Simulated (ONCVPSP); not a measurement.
## Pseudopotential generation for Ar

Argon (Ar, Z = 18), core [Ne], reference valence 3s2 3p4 (an ion of charge +2), valence charge 8. Computed at this level: ONCV potential, PBEsol, scalar-relativistic, made with ONCVPSP 4.0.1.

### Input file
```
# ATOM AND REFERENCE CONFIGURATION
# atsym  z   nc   nv     iexc    psfile
  Ar 18.00    3    2  -116133      upf
#
#   n    l    f
    1    0    2.00
    2    0    2.00
    2    1    6.00
    3    0    2.00
    3    1    4.00
#
# PSEUDOPOTENTIAL AND OPTIMIZATION
# lmax
    2
#
#   l,   rc,      ep,       ncon, nbas, qcut
    0    1.15    0.00    4    7    6.40
    1    1.10    0.00    4    8    7.80
    2    1.20    0.41    3    8    7.60
#
# LOCAL POTENTIAL
# lloc, lpopt,  rc(5),   dvloc0
    4    3    1.00    4.00
#
# VANDERBILT-KLEINMAN-BYLANDER PROJECTORs
# l, nproj, debl
    0    1    2.30
    1    2    2.90
    2    1    2.30
#
# MODEL CORE CHARGE
# icmod, fcfact, rcfact
    3    5.75    0.94
#
# LOG DERIVATIVE ANALYSIS
# epsh1, epsh2, depsh
   -3.00    5.00    0.02
#
# OUTPUT GRID
# rlmax, drl
    6.00    0.01
#
# TEST CONFIGURATIONS
# ncnf
    4
# nvcnf
#   n    l    f
    2
    3    0    2.00
    3    1    6.00
#
    2
    3    0    2.00
    3    1    5.00
#
    2
    3    0    2.00
    3    1    3.00
#
    2
    3    0    2.00
    3    1    2.00
#
```

Launched with:
```bash
oncvpsp.x < Ar.dat > Ar.out
```

### The program's output (extracts)
```
ONCVPSP  (Optimized Norm-Conservinng Vanderbilt PSeudopotential)
scalar-relativistic version 4.0.1

#   n    l    f        energy (Ha)
    1    0    2.00    -1.1562895E+02
    2    0    2.00    -1.1996203E+01
    2    1    6.00    -9.5453591E+00
    3    0    2.00    -1.8537073E+00
    3    1    4.00    -1.2995775E+00

Reference configufation results
  iterations    21
  all-electron total energy (Ha)   -5.26844317D+02

Begin loop to  construct optimized pseudo wave functions
and semi-local pseudopoentials for all angular momenta

Calculating optimized projector #   1

 for l=   0

    Fraction of norm inside rc  0.387446
    Optimizing pswf for qcut=   6.41 a_B^-1,  ecut=  20.57 Ha
    Residual kinetic energy error=  6.85D-04 Ha

    Energy error per electron        Cutoff
         Ha          eV             Ha
         0.01000     0.27211       14.84
         0.00100     0.02721       19.72
         0.00010     0.00272       37.79
         0.00001     0.00027       72.13

   Wellstate for l =  1  n =  5
     eigenvalue =   1.6004
     asymptotic potential =   2.1004
     half-point radius =  2.9256

Calculating optimized projector #   1

 for l=   1

    Fraction of norm inside rc  0.272226
    Optimizing pswf for qcut=   7.79 a_B^-1,  ecut=  30.37 Ha
    Residual kinetic energy error=  6.87D-05 Ha

    Energy error per electron        Cutoff
         Ha          eV             Ha
         0.01000     0.27211        7.17
         0.00100     0.02721       17.83
         0.00010     0.00272       26.52
         0.00001     0.00027      159.05

Calculating optimized projector #   2

 for l=   1

    Fraction of norm inside rc  0.053336
    Optimizing pswf for qcut=   7.79 a_B^-1,  ecut=  30.37 Ha
    Residual kinetic energy error=  2.22D-03 Ha

    Energy error per electron        Cutoff
         Ha          eV             Ha
         0.01000     0.27211        8.21
         0.00100     0.02721       71.26
         0.00010     0.00272      209.89
         0.00001     0.00027      239.13

WARNING wellstate: moderately localized bound state found for n= 3 l=  2
WARNING scattering state with energy  0.05000000
WARNING will be used for the first projector

   Wellstate for l =  2  n =  4
     eigenvalue =   0.0500
     asymptotic potential =   0.5500
     half-point radius =  4.6559

Calculating optimized projector #   1

 for l=   2

    Fraction of norm inside rc  0.099852
    Optimizing pswf for qcut=   7.61 a_B^-1,  ecut=  28.96 Ha
    Residual kinetic energy error=  1.05D-03 Ha

    Energy error per electron        Cutoff
         Ha          eV             Ha
         0.01000     0.27211       20.85
         0.00100     0.02721       29.40
         0.00010     0.00272      158.69
         0.00001     0.00027      272.43

Construct Vanderbilt / Kleinmman-Bylander projectors

B matrix Hermiticity error, ll=   1
   1   2   -1.6483E-04

  Orthonormal projector coefficients  2.7437E+01  1.4034E+00

Model core correction analysis
  based on d2Exc/dn_idn_j

d2excae - all-electron derivatives

   -4.222952D-02   -3.825873D-02
   -3.825949D-02   -3.647314D-02

d2excps - pseudofunction derivatives with no core correction

   -4.538624D-02   -4.109422D-02
   -4.109514D-02   -3.880554D-02

rms 2nd derivative error    2.805613E-03

rmatch, rhocmatch    0.7514    4.3646

Teter function model core charge with specified parameters

d2excps - pseudofunction derivatives with core correction

   -4.494177D-02   -4.066231D-02
   -4.066340D-02   -3.836906D-02

rms 2nd derivative error    2.372064E-03

Pseudoatom total energy  -19.445611

Diagnostic tests using Vanderbilt-Kleinman-Bylander pseudopotentials
  1 or more projectors used as specified by nproj input data

   l    rcore       rmatch      e in        delta e   norm test  slope test

   0   1.1558653   1.1909599  -1.8537073  -0.0000150   1.0000005   1.0001188

   1   1.1018523   1.1353069  -1.2995775   0.0000062   1.0000641   1.0000193
   1   1.1018523   1.1353069   1.6004225   0.0000340   1.0002729   1.0002729

   2   1.2052942   1.2418896   0.0500000  -0.0005950   0.9999850   0.9999850

 Testing for bound ghosts
   n   l    E NL Schr. Eq   E Basis Diag.   E Cutoff

   1   0       -1.853722       -1.847486     93.52

   2   1       -1.299571       -1.273712    247.52

   3   2       -0.538697       -0.469850    177.18

 Testing for highly-localized positive-energy ghosts
       l    <radius>/rc     E Basis Diag.   E Cutoff

Test configuration 0

   n   l     f        eae           eps        diff
   1   0  2.0000 -115.62894521
   2   0  2.0000  -11.99620292
   2   1  6.0000   -9.54535908
   3   0  2.0000   -1.85370731   -1.85372236   -1.50D-05
   3   1  4.0000   -1.29957750   -1.29957131    6.19D-06

    Total energies and differences
      AE_ref= -5.26844317D+02  AE_tst= -5.26844317D+02  dif=  0.00D+00
      PS_ref= -1.94456111D+01  PS_tst= -1.94456111D+01  dif=  0.00D+00
      PSP excitation error=  0.00D+00

Test configuration 1

   n   l     f        eae           eps        diff
   1   0  2.0000 -114.49546142
   2   0  2.0000  -10.89436455
   2   1  6.0000   -8.43977248
   3   0  2.0000   -0.88936976   -0.88991063   -5.41D-04
   3   1  6.0000   -0.37606385   -0.37635292   -2.89D-04

    Total energies and differences
      AE_ref= -5.26844317D+02  AE_tst= -5.28483988D+02  dif= -1.64D+00
      PS_ref= -1.94456111D+01  PS_tst= -2.10860841D+01  dif= -1.64D+00
      PSP excitation error=  8.02D-04

Test configuration 2

   n   l     f        eae           eps        diff
   1   0  2.0000 -115.01638253
   2   0  2.0000  -11.40433347
   2   1  6.0000   -8.95106565
   3   0  2.0000   -1.34493866   -1.34549169   -5.53D-04
   3   1  5.0000   -0.81102151   -0.81143492   -4.13D-04

    Total energies and differences
      AE_ref= -5.26844317D+02  AE_tst= -5.27895490D+02  dif= -1.05D+00
      PS_ref= -1.94456111D+01  PS_tst= -2.04971478D+01  dif= -1.05D+00
      PSP excitation error=  3.63D-04

Test configuration 3

   n   l     f        eae           eps        diff
   1   0  2.0000 -116.32505242
   2   0  2.0000  -12.66047011
   2   1  6.0000  -10.21329902
   3   0  2.0000   -2.40605023   -2.40456491    1.49D-03
   3   1  3.0000   -1.83290382   -1.83142894    1.47D-03

    Total energies and differences
      AE_ref= -5.26844317D+02  AE_tst= -5.25281665D+02  dif=  1.56D+00
      PS_ref= -1.94456111D+01  PS_tst= -1.78834576D+01  dif=  1.56D+00
      PSP excitation error=  4.99D-04

Test configuration 4

   n   l     f        eae           eps        diff
   1   0  2.0000 -117.10001337
   2   0  2.0000  -13.39126982
   2   1  6.0000  -10.94914932
   3   0  2.0000   -2.99550071   -2.99105372    4.45D-03
   3   1  2.0000   -2.40497968   -2.40035081    4.63D-03

    Total energies and differences
      AE_ref= -5.26844317D+02  AE_tst= -5.23165893D+02  dif=  3.68D+00
      PS_ref= -1.94456111D+01  PS_tst= -1.57704024D+01  dif=  3.68D+00
      PSP excitation error=  3.22D-03
```

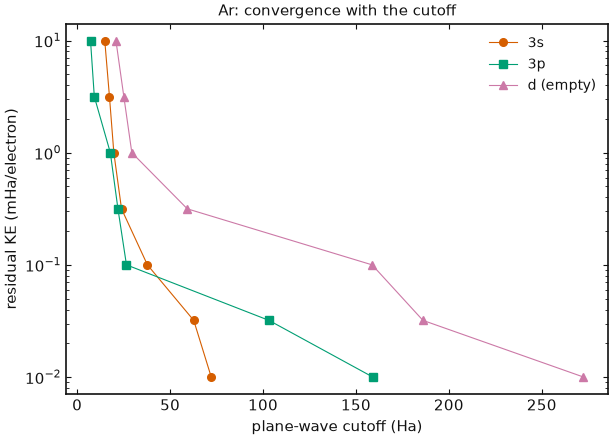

Figure 1. Residual kinetic energy of the pseudo-waves (the first of each channel, and further valence shells) beyond the plane-wave cutoff, as the generator prints it.

- Cutoffs for the occupied states: 20 Ha for 1 mHa and 38 Ha for 0.1 mHa per electron. The first is set by 3s.
- Hardest wave at 1 mHa per electron: d (empty), with rc = 1.20 bohr and qcut = 7.6 1/bohr. The optimisation minimises, but can't always remove, the kinetic energy above qcut²/2 = 28.9 Ha, and a larger rc would as a rule soften the wave at some cost in transferability.
- Cutoffs for 1 mHa per electron: d (empty): 29 Ha; 3s: 20 Ha; 3p: 18 Ha.

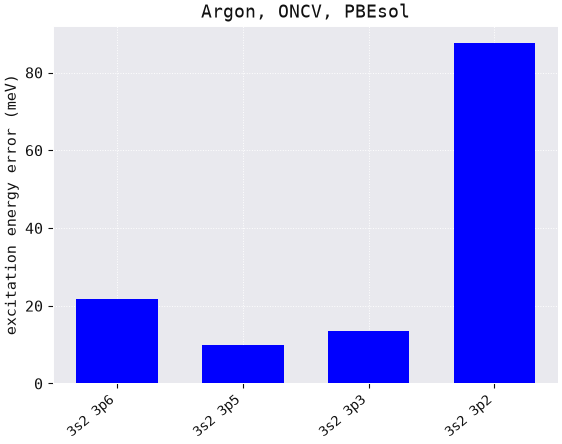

Figure 2. Errors, all-electron minus pseudo, of the energies of valence configurations relative to the unpolarised reference 3s2 3p4.

- Worst configuration: 3s2 3p2 (charge +4): the error is +88 meV on an all-electron energy of +100.10 eV relative to the reference, or 0.088 %.
- Errors in meV: 3s2 3p6: +22; 3s2 3p5: +9.9; 3s2 3p3: +14; 3s2 3p2: +88.

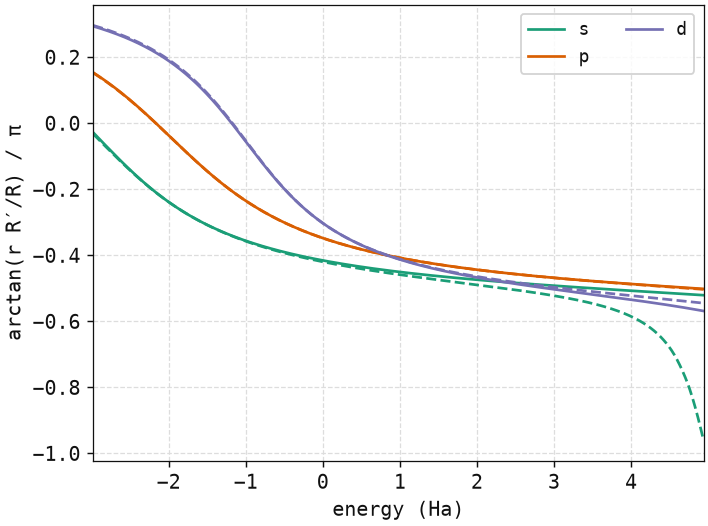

Figure 3. Unwrapped phase arctan(r R′/R) in units of π against energy, all-electron (solid) and pseudo (dashed); the pseudo phase is matched to the all-electron one at the reference energy. Here R(r) is the radial function. Not drawn: f: not judged.

- Range over which the phases agree within 0.05 rad: s: up to about 2.0 Ha; p: over the whole range drawn; d: up to about 4.4 Ha.
- Poles, where the radial function vanishes at the test radius: s: all-electron at 3.5 Ha, pseudo at 2.3 Ha; p: all-electron at 4.8 Ha, pseudo at 4.7 Ha; d: all-electron at 2.9 Ha, pseudo at 3.1 Ha.

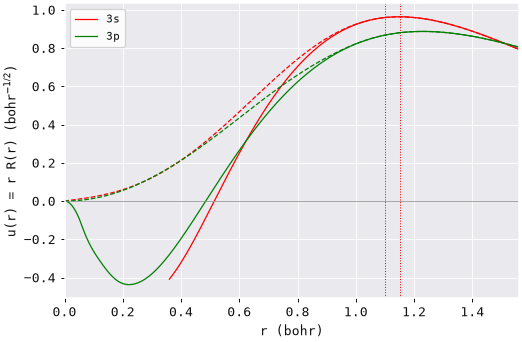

Figure 4. Partial waves u(r) = r R(r), all-electron (solid) and pseudo (dashed). Dotted lines mark the matching radii. The innermost oscillations of some all-electron curves aren't drawn. Pseudo-waves: 3s has no node; 3p has no node.

### Summary

- outcome: generated
- cutoffs needed: 20 Ha and 38 Ha (the cutoffs at which the residual kinetic energy of the hardest occupied pseudo-wave falls to 1 and 0.1 mHa per electron); the channels without a valence shell are harder: d needs 29 Ha for 1 mHa
- ghost test: no bound ghost flagged; no localised positive-energy state flagged
- largest excitation error: +88 meV (all-electron minus pseudo) for 3s2 3p2, out of 4 test configurations
- rms error of d²Exc/dni dnj: 2.81 mHa without and 2.37 mHa with the model core
- range over which the phases arctan(r R′/R) at the test radius agree within 0.05 rad (a looser test near the poles than one of phase shifts): s: up to about 2.0 Ha; p: over the whole range computed; d: up to about 4.4 Ha; f: not judged, local potential alone
- hardware: 1 CPU thread, shared host
- wall time: 2.9 s

### Notes

Warnings of the program, in the generation or the tests: wellstate: moderately localized bound state found for n= 3 l= 2.
